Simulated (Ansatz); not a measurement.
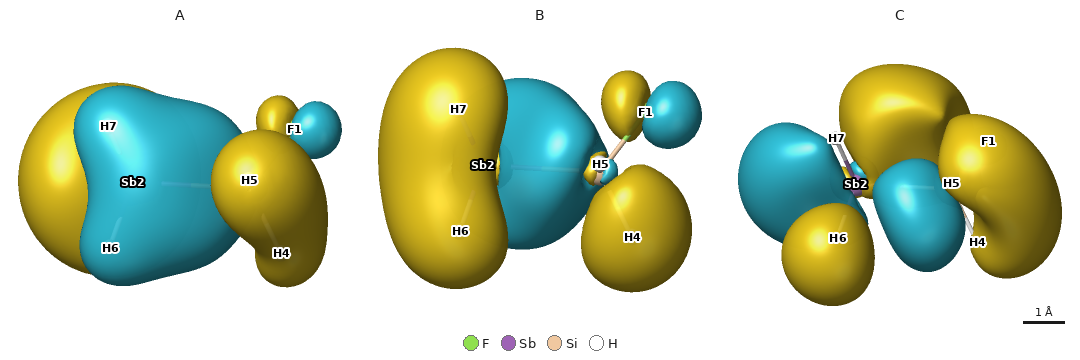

*FH4SbSi (SMILES F[SiH2][SbH2]). Three frontier orbitals at ±0.05 Å⁻³ᐟ² (yellow and cyan are the two phases), in no order.*

Geometry: PBE0-D4/def2-SVP; core potentials replace the inner electrons of Sb.

Method: isolated molecule in a Gaussian basis; Kohn-Sham density functional theory, functional PBE0 (Ansatz 0.2.0).

The calculation's input:

```
crystal:
  periodic: [false, false, false]
  atoms:
    - {symbol: F, position_ang: [-0.599762, 1.845399, -2.728082]}
    - {symbol: Sb, position_ang: [-0.809191, -1.578985, -3.142201]}
    - {symbol: Si, position_ang: [0.462637, 0.609090, -2.665187]}
    - {symbol: H, position_ang: [1.490662, 0.830848, -3.725040]}
    - {symbol: H, position_ang: [1.112680, 0.640941, -1.323109]}
    - {symbol: H, position_ang: [0.666602, -2.426019, -2.902024]}
    - {symbol: H, position_ang: [-1.210478, -1.738714, -1.482062]}
basis:
  gaussian: {orbitals: def2-TZVPD}
hamiltonian: {xc: pbe0}
output: {forces: true, orbitals: {seedname: orbitals}}
```

Launched as:

```sh
ansatz run input.yaml --threads 2 --pin off --max-ram 5220MiB --events-out events.jsonl --progress --plain --runs-dir runs
```

Which picture is the HOMO−1, the HOMO and the LUMO?

Answer. B is the HOMO−1 (−8.63 eV). Its weight (Hirshfeld) is mainly on Sb2 (about 50 %), Si3 (about 15 %), H7 (about 10 %), H6 (about 10 %) and H4 (about 5 %). A is the HOMO (−7.44 eV). Its weight (Hirshfeld) is mainly on Sb2 (about 65 %) and Si3 (about 20 %). C is the LUMO (−0.81 eV). It lies mainly on Sb2 (about 45 %), Si3 (about 30 %) and H6 (about 10 %).

What is the HOMO–LUMO gap?

Answer. 6.63 eV between the orbital energies.
